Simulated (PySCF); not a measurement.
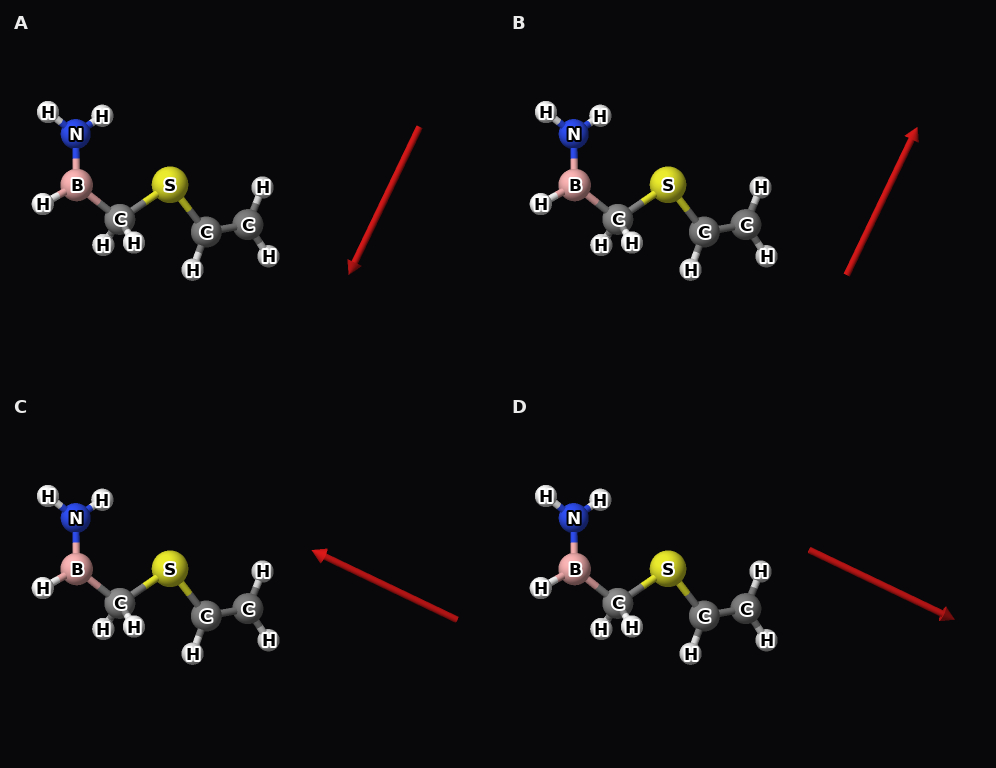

The same molecule four times, each with an arrow. The computed structure is the end point of a PBE0-D3(BJ)/def2-SVP optimisation. No frequency run is at hand to confirm it as a minimum. Method: OPBE/pcSseg-1, gas phase (PySCF 2.14.0).

Which arrow points along the dipole moment, from the negative to the positive end?

Answer. C. The dipole moment is 1.30 D.
